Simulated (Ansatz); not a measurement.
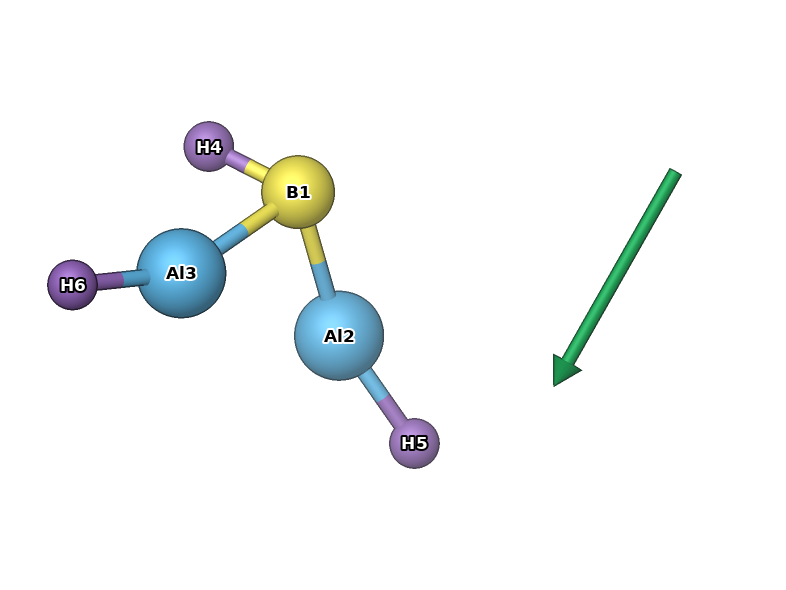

The arrow beside the molecule shows the direction of the dipole moment, from the negative to the positive end (its length means nothing). Computed geometry: PBE0-D4/def2-TZVP optimisation. No frequency run is at hand to confirm it as a minimum. Properties computed with RKS PBE0-D4/def2-TZVP (Ansatz 0.2.0).

Question: How large is the dipole moment?

Answer: 1.72 D; it points from the side of B1, H4 to the side of H6 (the outermost atoms at the two ends).
